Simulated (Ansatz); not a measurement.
# FH₉O₃Si₄ + HF: a complex and its separated parts

Aim: how far the complex at one end of a reaction step lies below its separated, relaxed parts, level by level.

Computed with Ansatz 0.2.0, Gaussian basis. Level: PBE0-D4/def2-TZVP structures, single points in def2-TZVPP, no counterpoise correction.

Levels: SPW92, PBE-D4, BLYP-D4, r2SCAN-D4, B97M-V, PBE0-D4, B3LYP-D4, r2SCAN0-D4, BHLYP-D4, CAM-B3LYP-D4, wB97X-V, wB97M-V, B2PLYP, PBE-QIDH, RPA on PBE, Hartree-Fock, MP2, CCSD, CCSD(T).

Cores are frozen in the correlated methods. B3LYP uses VWN-RPA correlation. B2PLYP carries no dispersion term here.

93 further runs of the same task are left out: 93 set aside as unsound or not needed.

**1. Where the work starts**

The complex: 19 atoms, charge 0, spin multiplicity 1.

Atoms are counted from 1 here; the program's logs count them from 0.

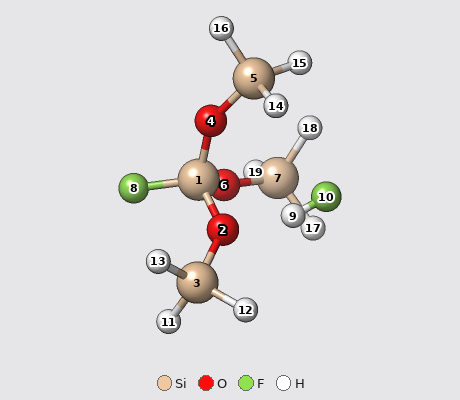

The starting geometry (silicon light orange, oxygen red, fluorine green, hydrogen white); atoms are numbered from 1 in the order of the file.

Coordinates:

| atom | x (Å) | y (Å) | z (Å) |
| --- | --- | --- | --- |
| Si1 | 0.72207 | 0.01737 | 0.79100 |
| O2 | 0.95247 | -0.78844 | -0.61786 |
| Si3 | 2.18300 | -1.63031 | -1.35420 |
| O4 | 0.46904 | 1.56622 | 0.49447 |
| Si5 | -0.27640 | 2.74551 | -0.37948 |
| O6 | -0.46640 | -0.66373 | 1.61116 |
| Si7 | -2.08232 | -0.93289 | 1.78286 |
| F8 | 2.05606 | -0.12774 | 1.62378 |
| H9 | -0.57577 | -0.56770 | -1.38673 |
| F10 | -1.45381 | -0.25947 | -1.51281 |
| H11 | 2.55097 | -2.79967 | -0.52239 |
| H12 | 1.65339 | -2.06816 | -2.66546 |
| H13 | 3.35329 | -0.73972 | -1.53494 |
| H14 | 0.00412 | 2.54678 | -1.82169 |
| H15 | -1.73546 | 2.71326 | -0.12590 |
| H16 | 0.28871 | 4.04018 | 0.06959 |
| H17 | -2.48545 | -2.06871 | 0.92141 |
| H18 | -2.83941 | 0.28870 | 1.42058 |
| H19 | -2.31801 | -1.27157 | 3.20671 |

Its parts: FH₉O₃Si₄ holds atoms 1, 2, 3, 4, 5, 6, 7, 8, 11, 12, 13, 14, 15, 16, 17, 18, 19; HF holds atoms 9, 10. Each part counts its atoms afresh in its own runs.

**2. Relaxing FH₉O₃Si₄ alone**

File relax-a/in.yaml:

```yaml
crystal:
  periodic: [false, false, false]
  atoms:
    - {symbol: Si, position_ang: [0.722067, 0.017366, 0.791004]}
    - {symbol: O, position_ang: [0.952474, -0.788436, -0.617860]}
    - {symbol: Si, position_ang: [2.182995, -1.630315, -1.354195]}
    - {symbol: O, position_ang: [0.469038, 1.566218, 0.494467]}
    - {symbol: Si, position_ang: [-0.276395, 2.745509, -0.379478]}
    - {symbol: O, position_ang: [-0.466397, -0.663735, 1.611158]}
    - {symbol: Si, position_ang: [-2.082319, -0.932889, 1.782855]}
    - {symbol: F, position_ang: [2.056064, -0.127738, 1.623777]}
    - {symbol: H, position_ang: [2.550967, -2.799674, -0.522389]}
    - {symbol: H, position_ang: [1.653392, -2.068158, -2.665456]}
    - {symbol: H, position_ang: [3.353291, -0.739719, -1.534942]}
    - {symbol: H, position_ang: [0.004121, 2.546777, -1.821688]}
    - {symbol: H, position_ang: [-1.735463, 2.713257, -0.125904]}
    - {symbol: H, position_ang: [0.288708, 4.040178, 0.069592]}
    - {symbol: H, position_ang: [-2.485449, -2.068706, 0.921405]}
    - {symbol: H, position_ang: [-2.839411, 0.288705, 1.420582]}
    - {symbol: H, position_ang: [-2.318008, -1.271567, 3.206710]}
basis:
  gaussian: {orbitals: def2-TZVP}
hamiltonian: {xc: pbe0, dispersion: d4}
relax: {f_tol: 0.005, max_steps: 200}
```

Command:

```sh
$ ansatz run in.yaml --threads 4 --pin off --events-out ev --progress --plain --max-ram 66560MiB --backend cuda --devices 0, --max-vram 37GiB
```

Log:

```text
Functional definition: PBE0
  name "PBE0"
  cite "Adamo & Barone, J. Chem. Phys. 110, 6158 (1999) doi:10.1063/1.478522"
  cite "Perdew, Burke & Ernzerhof, Phys. Rev. Lett. 77, 3865 (1996) doi:10.1103/PhysRevLett.77.3865"
  parent pbe
  parameter a = 0.25
  parameter kappa = 0.804
  parameter beta = 0.06672455060314922
  exchange = (1 - a)*pbe_x(kappa = kappa, mu = beta*pi^2/3) + a*exact_x
  correlation = pbe_c(beta = beta)
2077 factors; their error is unknown
mean field evaluation 1: about -40494.9643 eV, gradient 8.9e1 eV
mean field evaluation 2: about -40477.8758 eV, gradient 1.3e2 eV
mean field evaluation 4: about -40506.5270 eV, gradient 6.9e0 eV
mean field evaluation 8: about -40506.5880 eV, gradient 1.1e-1 eV
mean field evaluation 16: about -40506.7475 eV, gradient 2.0e-4 eV
mean field -40506.74752814 eV, -1488.5955151994 hartree, gradient 4.0e-5 eV, S^2 0.000000; 0 other end points of the search recorded, 0 dependent functions left out
[... from here on, the SCF cycles and remarks between the steps are left out, and one step in 2 is shown ...]
relax step   1: F+E_penalty+E_count = -40507.18231631 eV  Δ(F+E_penalty+E_count) = +0.000e0 eV  max|allowed force component| = 1.049e0 eV/Å  Δτ_max = 0.0000 Å  (28 SCF iters, accepted)
relax step   2: F+E_penalty+E_count = -40507.20199370 eV  Δ(F+E_penalty+E_count) = -1.968e-2 eV  max|allowed force component| = 6.663e-1 eV/Å  Δτ_max = 0.0149 Å  (30 SCF iters, accepted)
relax step   4: F+E_penalty+E_count = -40507.21567410 eV  Δ(F+E_penalty+E_count) = -2.101e-3 eV  max|allowed force component| = 1.135e-1 eV/Å  Δτ_max = 0.0183 Å  (30 SCF iters, accepted)
relax step   6: F+E_penalty+E_count = -40507.22491877 eV  Δ(F+E_penalty+E_count) = -1.966e-3 eV  max|allowed force component| = 1.790e-2 eV/Å  Δτ_max = 0.0390 Å  (29 SCF iters, accepted)
relax step   8: F+E_penalty+E_count = -40507.22662515 eV  Δ(F+E_penalty+E_count) = +3.142e-4 eV  max|allowed force component| = 1.136e-1 eV/Å  Δτ_max = 0.1186 Å  (29 SCF iters, rejected (line search))
relax step  10: F+E_penalty+E_count = -40507.22614708 eV  Δ(F+E_penalty+E_count) = +1.659e-3 eV  max|allowed force component| = 1.541e-1 eV/Å  Δτ_max = 0.0964 Å  (29 SCF iters, rejected (line search))
relax step  12: F+E_penalty+E_count = -40507.23048154 eV  Δ(F+E_penalty+E_count) = -1.124e-3 eV  max|allowed force component| = 6.704e-3 eV/Å  Δτ_max = 0.0395 Å  (29 SCF iters, accepted)
relax step  14: F+E_penalty+E_count = -40507.23202261 eV  Δ(F+E_penalty+E_count) = -4.323e-4 eV  max|allowed force component| = 4.825e-2 eV/Å  Δτ_max = 0.0345 Å  (29 SCF iters, accepted)
relax step  16: F+E_penalty+E_count = -40507.23285305 eV  Δ(F+E_penalty+E_count) = -3.005e-4 eV  max|allowed force component| = 5.059e-2 eV/Å  Δτ_max = 0.0173 Å  (30 SCF iters, accepted)
relax step  18: F+E_penalty+E_count = -40507.23359936 eV  Δ(F+E_penalty+E_count) = -3.343e-4 eV  max|allowed force component| = 3.520e-2 eV/Å  Δτ_max = 0.0636 Å  (29 SCF iters, accepted)
relax step  20: F+E_penalty+E_count = -40507.23417855 eV  Δ(F+E_penalty+E_count) = -2.478e-4 eV  max|allowed force component| = 4.372e-2 eV/Å  Δτ_max = 0.0176 Å  (30 SCF iters, accepted)
relax step  22: F+E_penalty+E_count = -40507.23493493 eV  Δ(F+E_penalty+E_count) = -4.130e-4 eV  max|allowed force component| = 7.170e-2 eV/Å  Δτ_max = 0.0795 Å  (29 SCF iters, accepted)
relax step  24: F+E_penalty+E_count = -40507.23537954 eV  Δ(F+E_penalty+E_count) = -2.575e-4 eV  max|allowed force component| = 6.958e-2 eV/Å  Δτ_max = 0.0077 Å  (31 SCF iters, accepted)
relax step  26: F+E_penalty+E_count = -40507.23624388 eV  Δ(F+E_penalty+E_count) = -4.004e-4 eV  max|allowed force component| = 2.879e-2 eV/Å  Δτ_max = 0.0529 Å  (29 SCF iters, accepted)
relax step  28: F+E_penalty+E_count = -40507.23663615 eV  Δ(F+E_penalty+E_count) = -3.923e-4 eV  max|allowed force component| = 2.786e-2 eV/Å  Δτ_max = 0.0523 Å  (29 SCF iters, accepted)
relax step  30: F+E_penalty+E_count = -40507.23693908 eV  Δ(F+E_penalty+E_count) = -2.916e-4 eV  max|allowed force component| = 3.008e-2 eV/Å  Δτ_max = 0.0197 Å  (30 SCF iters, accepted)
relax step  32: F+E_penalty+E_count = -40507.23768005 eV  Δ(F+E_penalty+E_count) = -5.290e-4 eV  max|allowed force component| = 2.000e-2 eV/Å  Δτ_max = 0.0290 Å  (29 SCF iters, accepted)
relax step  34: F+E_penalty+E_count = -40507.23798871 eV  Δ(F+E_penalty+E_count) = -1.662e-4 eV  max|allowed force component| = 4.189e-2 eV/Å  Δτ_max = 0.0332 Å  (29 SCF iters, accepted)
relax step  36: F+E_penalty+E_count = -40507.23335870 eV  Δ(F+E_penalty+E_count) = +4.630e-3 eV  max|allowed force component| = 3.579e-1 eV/Å  Δτ_max = 0.0328 Å  (30 SCF iters, rejected (line search))
relax step  38: F+E_penalty+E_count = -40507.23829630 eV  Δ(F+E_penalty+E_count) = -1.807e-4 eV  max|allowed force component| = 2.732e-2 eV/Å  Δτ_max = 0.0337 Å  (29 SCF iters, accepted)
relax step  40: F+E_penalty+E_count = -40507.23210065 eV  Δ(F+E_penalty+E_count) = +6.345e-3 eV  max|allowed force component| = 2.143e-1 eV/Å  Δτ_max = 0.1560 Å  (28 SCF iters, rejected (line search))
relax step  42: F+E_penalty+E_count = -40507.23865005 eV  Δ(F+E_penalty+E_count) = -2.039e-4 eV  max|allowed force component| = 2.244e-3 eV/Å  Δτ_max = 0.0116 Å  (30 SCF iters, accepted)
relax step  44: F+E_penalty+E_count = -40507.23764831 eV  Δ(F+E_penalty+E_count) = +1.225e-3 eV  max|allowed force component| = 1.203e-1 eV/Å  Δτ_max = 0.1439 Å  (28 SCF iters, rejected (line search))
relax step  46: F+E_penalty+E_count = -40507.23835248 eV  Δ(F+E_penalty+E_count) = +6.854e-4 eV  max|allowed force component| = 1.037e-1 eV/Å  Δτ_max = 0.0740 Å  (29 SCF iters, rejected (line search))
relax step  48: F+E_penalty+E_count = -40507.23930441 eV  Δ(F+E_penalty+E_count) = -3.510e-5 eV  max|allowed force component| = 2.448e-2 eV/Å  Δτ_max = 0.0218 Å  (30 SCF iters, accepted)
relax step  50: F+E_penalty+E_count = -40507.23953852 eV  Δ(F+E_penalty+E_count) = -1.311e-4 eV  max|allowed force component| = 5.521e-3 eV/Å  Δτ_max = 0.0156 Å  (30 SCF iters, accepted)
relax step  52: F+E_penalty+E_count = -40507.23955858 eV  Δ(F+E_penalty+E_count) = +1.741e-4 eV  max|allowed force component| = 4.430e-2 eV/Å  Δτ_max = 0.0863 Å  (29 SCF iters, rejected (line search))
relax step  54: F+E_penalty+E_count = -40507.23983703 eV  Δ(F+E_penalty+E_count) = +2.352e-5 eV  max|allowed force component| = 3.410e-2 eV/Å  Δτ_max = 0.0363 Å  (29 SCF iters, rejected (line search))
relax step  56: F+E_penalty+E_count = -40507.24002646 eV  Δ(F+E_penalty+E_count) = -5.832e-5 eV  max|allowed force component| = 1.982e-2 eV/Å  Δτ_max = 0.0274 Å  (30 SCF iters, accepted)
relax step  58: F+E_penalty+E_count = -40507.24012558 eV  Δ(F+E_penalty+E_count) = -4.750e-5 eV  max|allowed force component| = 1.736e-2 eV/Å  Δτ_max = 0.0154 Å  (30 SCF iters, accepted)
relax step  60: F+E_penalty+E_count = -40507.24024108 eV  Δ(F+E_penalty+E_count) = -3.310e-5 eV  max|allowed force component| = 1.215e-2 eV/Å  Δτ_max = 0.0344 Å  (30 SCF iters, accepted)
relax step  62: F+E_penalty+E_count = -40507.24033104 eV  Δ(F+E_penalty+E_count) = -4.584e-5 eV  max|allowed force component| = 1.602e-2 eV/Å  Δτ_max = 0.0182 Å  (30 SCF iters, accepted)
relax step  64: F+E_penalty+E_count = -40507.24044559 eV  Δ(F+E_penalty+E_count) = -3.733e-5 eV  max|allowed force component| = 2.110e-2 eV/Å  Δτ_max = 0.0219 Å  (30 SCF iters, accepted)
relax step  66: F+E_penalty+E_count = -40507.24059845 eV  Δ(F+E_penalty+E_count) = -1.018e-4 eV  max|allowed force component| = 1.845e-2 eV/Å  Δτ_max = 0.0386 Å  (29 SCF iters, accepted)
relax step  68: F+E_penalty+E_count = -40507.24069106 eV  Δ(F+E_penalty+E_count) = -4.164e-5 eV  max|allowed force component| = 1.939e-2 eV/Å  Δτ_max = 0.0213 Å  (30 SCF iters, accepted)
relax step  70: F+E_penalty+E_count = -40507.24076238 eV  Δ(F+E_penalty+E_count) = -3.938e-5 eV  max|allowed force component| = 9.012e-3 eV/Å  Δτ_max = 0.0246 Å  (30 SCF iters, accepted)
relax step  72: F+E_penalty+E_count = -40507.24081350 eV  Δ(F+E_penalty+E_count) = -1.870e-5 eV  max|allowed force component| = 6.820e-3 eV/Å  Δτ_max = 0.0189 Å  (30 SCF iters, accepted)
relax step  74: F+E_penalty+E_count = -40507.24084151 eV  Δ(F+E_penalty+E_count) = -1.588e-5 eV  max|allowed force component| = 8.185e-3 eV/Å  Δτ_max = 0.0175 Å  (30 SCF iters, accepted)
relax step  76: F+E_penalty+E_count = -40507.24088741 eV  Δ(F+E_penalty+E_count) = -2.488e-5 eV  max|allowed force component| = 1.162e-2 eV/Å  Δτ_max = 0.0330 Å  (29 SCF iters, accepted)
relax step  78: F+E_penalty+E_count = -40507.24094827 eV  Δ(F+E_penalty+E_count) = -4.640e-5 eV  max|allowed force component| = 1.428e-2 eV/Å  Δτ_max = 0.0264 Å  (30 SCF iters, accepted)
relax step  80: F+E_penalty+E_count = -40507.24100460 eV  Δ(F+E_penalty+E_count) = -2.740e-5 eV  max|allowed force component| = 1.800e-2 eV/Å  Δτ_max = 0.0274 Å  (30 SCF iters, accepted)
relax step  82: F+E_penalty+E_count = -40507.24106059 eV  Δ(F+E_penalty+E_count) = -3.365e-5 eV  max|allowed force component| = 1.183e-2 eV/Å  Δτ_max = 0.0121 Å  (32 SCF iters, accepted)
relax step  84: F+E_penalty+E_count = -40507.23942415 eV  Δ(F+E_penalty+E_count) = +1.687e-3 eV  max|allowed force component| = 1.297e-1 eV/Å  Δτ_max = 0.1603 Å  (28 SCF iters, rejected (line search))
relax step  86: F+E_penalty+E_count = -40507.24108915 eV  Δ(F+E_penalty+E_count) = +7.887e-5 eV  max|allowed force component| = 4.821e-2 eV/Å  Δτ_max = 0.0975 Å  (29 SCF iters, rejected (line search))
relax step  88: F+E_penalty+E_count = -40507.24129091 eV  Δ(F+E_penalty+E_count) = -3.185e-5 eV  max|allowed force component| = 2.562e-2 eV/Å  Δτ_max = 0.0484 Å  (30 SCF iters, accepted)
relax step  90: F+E_penalty+E_count = -40507.24137879 eV  Δ(F+E_penalty+E_count) = -5.433e-5 eV  max|allowed force component| = 4.640e-3 eV/Å  Δτ_max = 0.0119 Å  (24 SCF iters, accepted)
relax step  92: F+E_penalty+E_count = -40507.23802965 eV  Δ(F+E_penalty+E_count) = +3.462e-3 eV  max|allowed force component| = 1.751e-1 eV/Å  Δτ_max = 0.1953 Å  (28 SCF iters, rejected (line search))
relax step  94: F+E_penalty+E_count = -40507.24152852 eV  Δ(F+E_penalty+E_count) = -3.678e-5 eV  max|allowed force component| = 4.790e-3 eV/Å  Δτ_max = 0.0088 Å  (31 SCF iters, accepted)
relax step  95: F+E_penalty+E_count = -40507.24159867 eV  Δ(F+E_penalty+E_count) = -7.015e-5 eV  max|allowed force component| = 3.973e-3 eV/Å  Δτ_max = 0.0328 Å  (30 SCF iters, accepted)
[... 2 lines left out ...]
mean field -40506.81079941 eV, -1488.5978403759 hartree, gradient 1.5e-5 eV, S^2 0.000000; 1 other end points of the search recorded, 0 dependent functions left out
[... 2 lines left out ...]
Total energy: -40507.24164903 eV, -1488.6136738072 hartree
Atom 0 at     0.607833     0.185120     0.850424 Å, force     0.000727    -0.000379     0.003650 eV/Å
Atom 1 at     1.605784    -0.304701    -0.309454 Å, force     0.002986    -0.003767    -0.003973 eV/Å
Atom 2 at     2.056985    -1.540621    -1.290495 Å, force     0.002979    -0.000277    -0.002716 eV/Å
Atom 3 at    -0.109150     1.564375     0.444879 Å, force    -0.003337    -0.000077     0.001123 eV/Å
Atom 4 at    -0.116421     2.893694    -0.515760 Å, force     0.000576     0.002213    -0.001621 eV/Å
Atom 5 at    -0.485597    -0.950622     1.162635 Å, force    -0.002698     0.001631    -0.000342 eV/Å
Atom 6 at    -1.969147    -1.317470     1.760161 Å, force    -0.002667    -0.001889     0.000573 eV/Å
Atom 7 at     1.457605     0.439433     2.159552 Å, force     0.002586     0.000189     0.000013 eV/Å
Atom 8 at     2.114141    -2.810198    -0.523843 Å, force    -0.001277     0.000511     0.001051 eV/Å
Atom 9 at     1.081254    -1.676049    -2.401118 Å, force    -0.002981    -0.001140     0.002032 eV/Å
Atom 10 at     3.395575    -1.219132    -1.838098 Å, force     0.001327     0.002660     0.001063 eV/Å
Atom 11 at     0.201609     2.508351    -1.914058 Å, force     0.000070    -0.000268    -0.000056 eV/Å
Atom 12 at    -1.472097     3.489057    -0.453912 Å, force    -0.000484    -0.000495    -0.000020 eV/Å
Atom 13 at     0.887214     3.872626    -0.030217 Å, force     0.000364    -0.000109     0.000646 eV/Å
Atom 14 at    -2.226488    -2.748805     1.475503 Å, force     0.000406     0.000194    -0.000906 eV/Å
Atom 15 at    -2.999951    -0.478367     1.098955 Å, force     0.000198     0.000495    -0.001000 eV/Å
Atom 16 at    -1.999475    -1.079617     3.224485 Å, force     0.001225     0.000509     0.000483 eV/Å
Dipole moment:    -0.177224    -0.049979    -0.240188 e Å
```

It took 4.8 min on 1 × a share of an NVIDIA H100 with 4 threads of AMD EPYC 7R13, shared host.

The steps of the relaxation: (not every step is listed) (the energy doesn't fall at every step)

| step | energy from step 1 (eV) | largest force component (eV/Å) |
| --- | --- | --- |
| 1 | 0.0000 | 1.0493 |
| 2 | -0.0197 | 0.6663 |
| 3 | -0.0313 | 0.1198 |
| 4 | -0.0334 | 0.1135 |
| 5 | -0.0406 | 0.0222 |
| 6 | -0.0426 | 0.0179 |
| 7 | -0.0446 | 0.0068 |
| 8 | -0.0443 | 0.1136 |
| 9 | -0.0455 | 0.0509 |
| 17 | -0.0509 | 0.0278 |
| 25 | -0.0535 | 0.0373 |
| 33 | -0.0555 | 0.0427 |
| 41 | -0.0515 | 0.2122 |
| 49 | -0.0571 | 0.0128 |
| 57 | -0.0578 | 0.0217 |
| 65 | -0.0582 | 0.0187 |
| 73 | -0.0585 | 0.0077 |
| 81 | -0.0587 | 0.0162 |
| 89 | -0.0590 | 0.0165 |
| 90 | -0.0591 | 0.0046 |
| 91 | -0.0592 | 0.0072 |
| 92 | -0.0557 | 0.1751 |
| 93 | -0.0564 | 0.1618 |
| 94 | -0.0592 | 0.0048 |
| 95 | -0.0593 | 0.0040 |

Close pairs (by a distance rule), those that changed most:

| bond | before (Å) | after (Å) | change (Å) |
| --- | --- | --- | --- |
| Si1–O2 | 1.639 | 1.607 | -0.033 |
| O2–Si3 | 1.663 | 1.641 | -0.022 |
| Si1–O6 | 1.597 | 1.607 | +0.011 |
| Si1–O4 | 1.597 | 1.607 | +0.009 |
| O6–Si7 | 1.647 | 1.641 | -0.006 |
| O4–Si5 | 1.646 | 1.640 | -0.006 |
| Si3–H10 | 1.480 | 1.485 | +0.004 |
| Si3–H9 | 1.481 | 1.484 | +0.003 |

**3. Relaxing HF alone**

File relax-b/in.yaml:

```yaml
crystal:
  periodic: [false, false, false]
  atoms:
    - {symbol: H, position_ang: [-0.575770, -0.567698, -1.386728]}
    - {symbol: F, position_ang: [-1.453806, -0.259472, -1.512813]}
basis:
  gaussian: {orbitals: def2-TZVP}
hamiltonian: {xc: pbe0, dispersion: d4}
relax: {f_tol: 0.005, max_steps: 200}
```

Command:

```sh
$ ansatz run in.yaml --threads 4 --pin off --events-out ev --progress --plain --max-ram 66560MiB --backend cpu
```

Log, shortened:

```text
[... 5 set-up lines as earlier in the session ...]
[...]
200 factors; their error is unknown
[...]
mean field -2731.79120870 eV, -100.3914752451 hartree, gradient 6.8e-6 eV, S^2 0.000000; 0 other end points of the search recorded, 0 dependent functions left out
[...]
reference -2731.80170840 eV, -100.3918611022 hartree; 5, 5 occupied and 32, 32 virtual orbitals, 200 factors
Total energy: -2731.80322170 eV, -100.3919167147 hartree
Atom 0 at    -0.584659    -0.564578    -1.388004 Å, force    -0.000002     0.000001    -0.000000 eV/Å
Atom 1 at    -1.444917    -0.262592    -1.511537 Å, force     0.000002    -0.000001     0.000000 eV/Å
Dipole moment:     0.374774    -0.131561     0.053817 e Å
```

It took 0.5 s on 4 threads of AMD EPYC 7R13, shared host.

Along the way:

| step | energy from step 1 (eV) | largest force component (eV/Å) |
| --- | --- | --- |
| 1 | 0.0000 | 1.0079 |
| 2 | -0.0100 | 0.2260 |
| 3 | -0.0105 | 0.0115 |
| 4 | -0.0105 | 0.0076 |
| 5 | -0.0105 | 0.0000 |

The bond:

| bond | before (Å) | after (Å) | change (Å) |
| --- | --- | --- | --- |
| H1–F2 | 0.939 | 0.920 | -0.019 |

**4. SPW92/def2-TZVPP**

File parta/in.yaml:

```yaml
crystal:
  periodic: [false, false, false]
  atoms:
    - {symbol: Si, position_ang: [0.607833, 0.185120, 0.850424]}
    - {symbol: O, position_ang: [1.605784, -0.304701, -0.309454]}
    - {symbol: Si, position_ang: [2.056985, -1.540621, -1.290495]}
    - {symbol: O, position_ang: [-0.109150, 1.564375, 0.444879]}
    - {symbol: Si, position_ang: [-0.116421, 2.893694, -0.515760]}
    - {symbol: O, position_ang: [-0.485597, -0.950622, 1.162635]}
    - {symbol: Si, position_ang: [-1.969147, -1.317470, 1.760161]}
    - {symbol: F, position_ang: [1.457605, 0.439433, 2.159552]}
    - {symbol: H, position_ang: [2.114141, -2.810198, -0.523843]}
    - {symbol: H, position_ang: [1.081254, -1.676049, -2.401118]}
    - {symbol: H, position_ang: [3.395575, -1.219132, -1.838098]}
    - {symbol: H, position_ang: [0.201609, 2.508351, -1.914058]}
    - {symbol: H, position_ang: [-1.472097, 3.489057, -0.453912]}
    - {symbol: H, position_ang: [0.887214, 3.872626, -0.030217]}
    - {symbol: H, position_ang: [-2.226488, -2.748805, 1.475503]}
    - {symbol: H, position_ang: [-2.999951, -0.478367, 1.098955]}
    - {symbol: H, position_ang: [-1.999475, -1.079617, 3.224485]}
basis:
  gaussian: {orbitals: def2-TZVPP}
hamiltonian: {xc: lda}
```

File partb/in.yaml:

```yaml
crystal:
  periodic: [false, false, false]
  atoms:
    - {symbol: H, position_ang: [-0.584659, -0.564578, -1.388004]}
    - {symbol: F, position_ang: [-1.444917, -0.262592, -1.511537]}
basis:
  gaussian: {orbitals: def2-TZVPP}
hamiltonian: {xc: lda}
```

Command:

```sh
$ ansatz run in.yaml --threads 4 --pin off --events-out ev --progress --plain --max-ram 66560MiB --backend cuda --devices 0, --max-vram 37GiB   # in parta
$ ansatz run in.yaml --threads 4 --pin off --events-out ev --progress --plain --max-ram 66560MiB --backend cpu   # in partb
```

Log of parta, shortened:

```text
Functional definition: SPW92
  name "SPW92"
  cite "Dirac, Proc. Camb. Phil. Soc. 26, 376 (1930) doi:10.1017/S0305004100016108"
  cite "Slater, Phys. Rev. 81, 385 (1951) doi:10.1103/PhysRev.81.385"
  cite "Perdew & Wang, Phys. Rev. B 45, 13244 (1992) doi:10.1103/PhysRevB.45.13244"
[...]
2292 factors; their error is unknown
[...]
mean field -40340.61128944 eV, -1482.4901210385 hartree, gradient 6.8e-5 eV, S^2 0.000000; 0 other end points of the search recorded, 0 dependent functions left out
reference -40340.61134974 eV, -1482.4901232544 hartree; 49, 49 occupied and 369, 369 virtual orbitals, 2292 factors
Total energy: -40340.61134974 eV, -1482.4901232544 hartree
```

partb printed, shortened:

```text
[... 5 set-up lines as earlier in the session ...]
[...]
215 factors; their error is unknown
[...]
mean field -2716.76651796 eV, -99.8393280445 hartree, gradient 3.5e-5 eV, S^2 0.000000; 0 other end points of the search recorded, 0 dependent functions left out
reference -2716.76652904 eV, -99.8393284518 hartree; 5, 5 occupied and 40, 40 virtual orbitals, 215 factors
Total energy: -2716.76652904 eV, -99.8393284518 hartree
```

Wall times: 4.5 s (parta, 1 × a share of an NVIDIA H100 with 4 threads of AMD EPYC 7R13, shared host), 0.1 s (partb, 4 threads of AMD EPYC 7R13, shared host).

[end of part 1 of 3]
